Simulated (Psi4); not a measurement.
**C3H5F (allyl fluoride) at CCSD/def2-SVP**

What is the vertical ionisation energy of C3H5F (allyl fluoride) at CCSD/def2-SVP? Input form: a Python script.

The results are computed with Psi4 1.11.

2 further runs of the same task are left out: 2 set aside as unsound or not needed.

## Step 1: The system as given

The species is C3H5F (9 atoms), meant as a singlet with charge 0. SMILES: `C=CCF`. The coordinates come from a PBE0-D4/def2-TZVP relaxation. This is one conformer, not always the lowest.

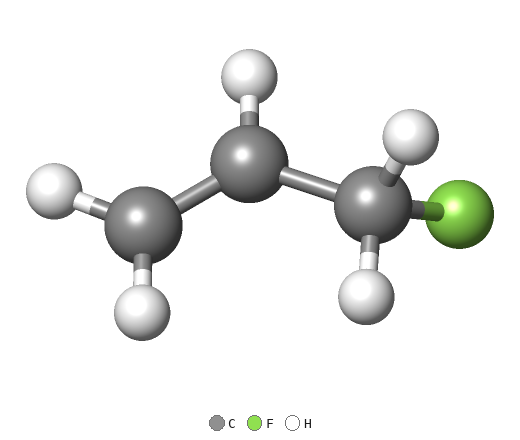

Viewed from a chosen angle; carbon grey, fluorine green, hydrogen white.

## Step 2: A single-point energy at CCSD/def2-SVP

File c3h5f.xyz:

```xyz
9
C3H5F
C     -0.578000     1.122500    -0.608000
C      0.352500     0.215400    -0.353400
C      0.200500    -0.852800     0.668500
F      0.430500    -2.098200     0.102300
H     -0.422500     1.909200    -1.336700
H     -1.531700     1.114000    -0.089100
H      1.299800     0.230700    -0.886500
H      0.929800    -0.730800     1.477200
H     -0.806800    -0.852300     1.094700
```

File calc.py:

```python
import psi4

psi4.set_memory('1600 MB')
psi4.set_num_threads(1)
psi4.core.set_output_file('run.log', False)

with open('c3h5f.xyz') as f:
    atoms = ''.join(f.readlines()[2:])
geom = psi4.geometry('0 1\n' + atoms + 'symmetry c1')

psi4.set_options(dict(basis='def2-SVP', puream=True, e_convergence=1e-09, d_convergence=1e-08, scf_type='pk', num_frozen_docc=4))

e_tot, wfn = psi4.energy("ccsd", return_wfn=True)
print(f'total energy {e_tot:.8f} hartree = {e_tot * 27.211386:.5f} eV')
```

Command:

```console
$ python calc.py
```

run.log:

```text
[...]
  Running in c1 symmetry.
[...]
  Nuclear repulsion =  114.580608246719862
[...]
  Multiplicity = 1
[...]
  Nalpha       = 16
  Nbeta        = 16
[...]
    Number of basis functions: 81
[...]
   @RHF iter   1:  -215.68054943572832   -6.97006e-01   4.27826e-03 ADIIS/DIIS
[...]
   @RHF iter  12:  -215.75517606244276   -2.81375e-12   4.39090e-09 DIIS
[...]
    Orbital Energies [Eh]
    ---------------------
    Doubly Occupied:
       1A    -26.259840     2A    -11.315739     3A    -11.247006
       4A    -11.244912     5A     -1.555110     6A     -1.072591
       7A     -0.930508     8A     -0.783196     9A     -0.704968
      10A     -0.685754    11A     -0.670842    12A     -0.618756
      13A     -0.572301    14A     -0.523301    15A     -0.501482
      16A     -0.387823
[...]
  @RHF Final Energy:  -215.75517606244276
   => Energetics <=
    Nuclear Repulsion Energy =            114.5806082467198621
    One-Electron Energy =                -522.5233101700548559
    Two-Electron Energy =                 192.1875258608922366
    Total Energy =                       -215.7551760624427573
[...]
 Multipole Moments:
 ------------------------------------------------------------------------------------
     Multipole            Electronic (a.u.)      Nuclear  (a.u.)        Total (a.u.)
 ------------------------------------------------------------------------------------
 L = 1.  Multiply by 2.5417464519 to convert [e a0] to [Debye]
 Dipole X            :          1.2295656           -1.3622171           -0.1326515
 Dipole Y            :         -4.7721099            5.5635044            0.7913945
 Dipole Z            :          0.0664824            0.2285317            0.2950141
 Magnitude           :                                                    0.8549473
[...]
      * MP2 total energy                      = -216.343443750462768
[...]
      * CCSD total energy                     = -216.383563823846970
```

Standard output:

```text
total energy -216.38356382 hartree = -5888.09668 eV
```

It took 18 s on 1 thread of Intel Xeon Platinum 8259CL at 2.50GHz (Skylake/Cascade Lake), shared host; peak memory 0.47 GiB.

## Step 3: The doublet cation at the same level

File calc.py:

```python
import psi4

psi4.set_memory('1600 MB')
psi4.set_num_threads(1)
psi4.core.set_output_file('run.log', False)

m = psi4.geometry("""
1 2
C     -0.578000     1.122500    -0.608000
C      0.352500     0.215400    -0.353400
C      0.200500    -0.852800     0.668500
F      0.430500    -2.098200     0.102300
H     -0.422500     1.909200    -1.336700
H     -1.531700     1.114000    -0.089100
H      1.299800     0.230700    -0.886500
H      0.929800    -0.730800     1.477200
H     -0.806800    -0.852300     1.094700
symmetry c1
""")

psi4.set_options({
    'reference': 'uhf',
    'puream': True,
    'e_convergence': 1e-09,
    'd_convergence': 1e-08,
    'scf_type': 'pk',
    'num_frozen_docc': 4,
    'maxiter': 200,
})

e, wfn = psi4.energy("ccsd/def2-SVP", return_wfn=True)
print('E =', round(e, 9))
```

Command:

```console
$ python calc.py
```

run.log:

```text
[...]
  Running in c1 symmetry.
[...]
  Nuclear repulsion =  114.580608246719862
[...]
  Multiplicity = 2
[...]
  Nalpha       = 16
  Nbeta        = 15
[...]
    Number of basis functions: 81
[...]
   @UHF iter   1:  -215.29409620613279   -3.10552e-01   3.95858e-03 DIIS/ADIIS
[...]
   @UHF iter  18:  -215.41731315931659   -6.36646e-12   9.10055e-09 DIIS
[...]
   @S^2 Observed:                7.545055078E-01
[...]
    Orbital Energies [Eh]
    ---------------------
    Alpha Occupied:
       1A    -26.469226     2A    -11.584226     3A    -11.581752
       4A    -11.541761     5A     -1.761361     6A     -1.410878
       7A     -1.198171     8A     -1.062316     9A     -0.965535
      10A     -0.930644    11A     -0.904933    12A     -0.874012
      13A     -0.836282    14A     -0.765969    15A     -0.756224
      16A     -0.721694
    Alpha Virtual:
      17A     -0.166762    18A     -0.016380    19A     -0.005588
      20A      0.028561    21A      0.060677    22A      0.076229
      23A      0.117718    24A      0.181515    25A      0.249465
[...]
  @UHF Final Energy:  -215.41731315931659
   => Energetics <=
    Nuclear Repulsion Energy =            114.5806082467198621
    One-Electron Energy =                -514.1894964398528600
    Two-Electron Energy =                 184.1915750338164059
    Total Energy =                       -215.4173131593165920
  UHF NO Occupations:
  HONO-2 :   14  A 1.9994156
  HONO-1 :   15  A 1.9990348
[...]
 Multipole Moments:
 ------------------------------------------------------------------------------------
     Multipole            Electronic (a.u.)      Nuclear  (a.u.)        Total (a.u.)
 ------------------------------------------------------------------------------------
 L = 1.  Multiply by 2.5417464519 to convert [e a0] to [Debye]
 Dipole X            :          0.8583930           -1.3622171           -0.5038241
 Dipole Y            :         -2.8645247            5.5635044            2.6989797
 Dipole Z            :         -0.5134913            0.2285317           -0.2849595
 Magnitude           :                                                    2.7603500
[...]
      * MP2 total energy                      = -215.954050776398702
[...]
      * CCSD total energy                     = -215.999790030561087
```

On the terminal:

```text
E = -215.999790031
```

It took 73 s on 1 thread of Intel Xeon Platinum 8259CL at 2.50GHz (Skylake/Cascade Lake), shared host; peak memory 0.49 GiB.

## Step 4: What came out

Level: CCSD/def2-SVP, 4 core orbitals frozen.

| quantity | value |
| --- | --- |
| singlet C3H5F: total energy | -216.38356 Eh |
| singlet C3H5F: HOMO energy (Hartree–Fock orbitals) | -10.55 eV |
| singlet C3H5F: LUMO energy (Hartree–Fock orbitals) | 4.10 eV |
| singlet C3H5F: HOMO–LUMO gap (Hartree–Fock orbitals) | 14.66 eV |
| singlet C3H5F: correlation energy (4 core orbitals frozen) | -628.4 mEh |
| singlet C3H5F: T1 diagnostic | 0.010 |
| doublet cation: total energy | -215.99979 Eh |
| doublet cation: HOMO energy (Hartree–Fock orbitals) (highest over α and β) | -19.64 eV |
| doublet cation: LUMO energy (Hartree–Fock orbitals) (lowest over α and β) | -7.93 eV |
| doublet cation: correlation energy (4 core orbitals frozen) | -582.5 mEh |
| doublet cation: ⟨S²⟩ of the reference determinant | 0.755 |
| doublet cation: T1 diagnostic | 0.026 |
| vertical ionisation energy (to the doublet cation) | 10.443 eV |

The vertical ionisation energy comes to 10.44 eV (241 kcal/mol).
